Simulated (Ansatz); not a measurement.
AlF₄ (charge −1)

```yaml
atoms:
  - { symbol: F, position_ang: [0.3158, -0.2231, -1.6441] }
  - { symbol: F, position_ang: [1.1828, 1.0027, 0.6695] }
  - { symbol: Al, position_ang: [0.0000, 0.0000, 0.0000] }
  - { symbol: F, position_ang: [-1.5181, 0.7156, 0.1895] }
  - { symbol: F, position_ang: [0.0195, -1.4953, 0.7850] }
```

Geometry: PBE0-D4/def2-TZVPD.

These are results of Ansatz 0.2.0, RKS PBE0-D4/def2-TZVPPD, not measurements.

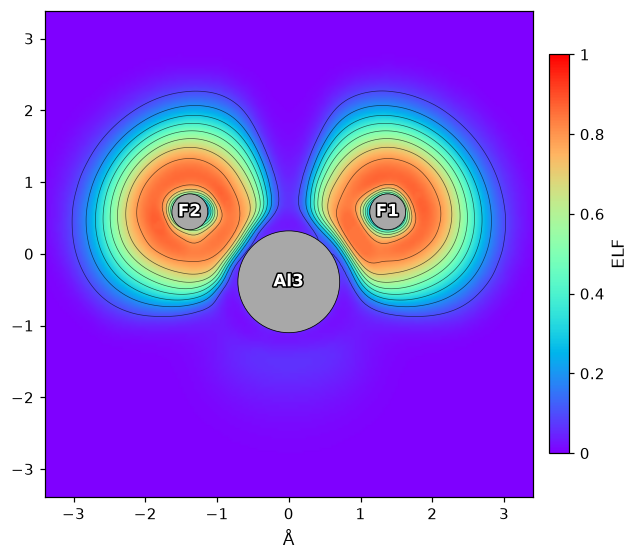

Figure 1. ELF on the plane of atoms F1, Al3 and F2. Grey discs cover the atomic cores.

Question: What do the fields say about this system?

Answer:
- The plane passes through F and Al nuclei.
- Al–F (1.69 Å): the ELF peaks at about 0.85 in the valence shell of F, 0.6 Å from its nucleus, and is about 0.25 at the midpoint.
- The ELF also peaks beside F2 and F1, away from the bonds: lone-pair regions.

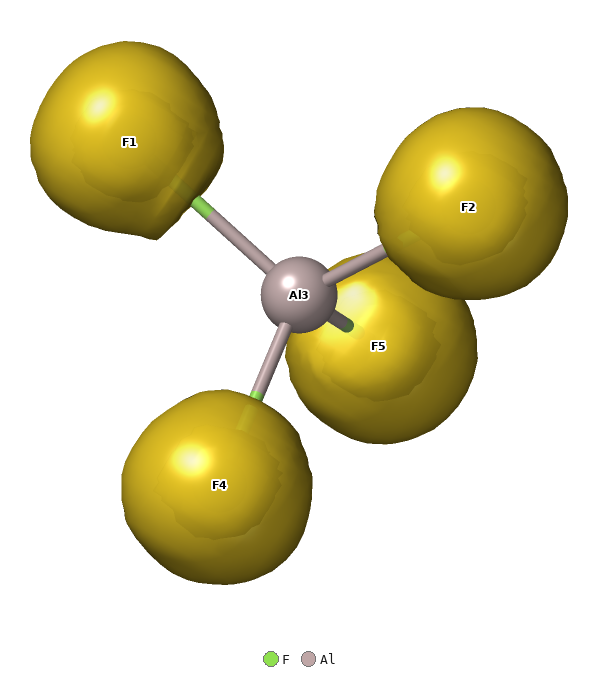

Figure 2. Isosurface of the electron localisation function at 0.8 (yellow), seen at a tilt. Only the valence region is drawn (cores and ρ < 0.01 e/Å³ removed).

Question: What do the ELF domains correspond to?

Answer: The surface consists of four regions wrapped around F (the valence shell of each).

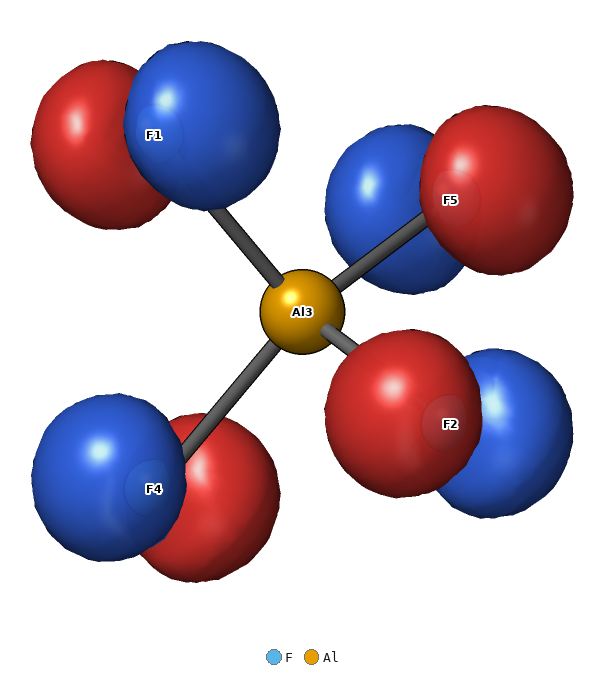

Figure 3. The HOMO at ±0.2 Å⁻³ᐟ² (red and blue are the two phases), seen from one side.

Question: Where does this orbital lie, and at what energy?

Answer: By Hirshfeld shares it lies mainly on F1 (about 25 %), F2 (about 25 %), F4 (about 25 %) and F5 (about 25 %); largely a combination of lone pairs on F1, F2, F4 and F5. It is one of a degenerate set, so its orientation is arbitrary. Its energy is −5.43 eV.
